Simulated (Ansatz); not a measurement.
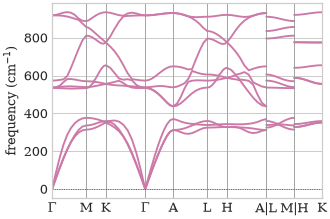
Figure. Phonon dispersion of TiB$_{2}$ in space group P6/mmm (No. 191; Ti on 1a, B on 2d), LDA (plane waves, PAW; program Ansatz); imaginary frequencies are drawn negative

**Question.** Is this phase dynamically stable?

**Answer.** Yes, on this path no branch is imaginary.

**Question.** How high does the spectrum reach?

**Answer.** About 940 cm⁻¹ (28.0 THz).

The LDA relaxation kept the symmetry of its start. The run is not spin-polarised. As this level gives no gap, phonon frequencies hold no LO–TO term and depend on the k-mesh and smearing (Fermi–Dirac, 0.1 eV here).

Potentials: the later of the program's two PAW sets.
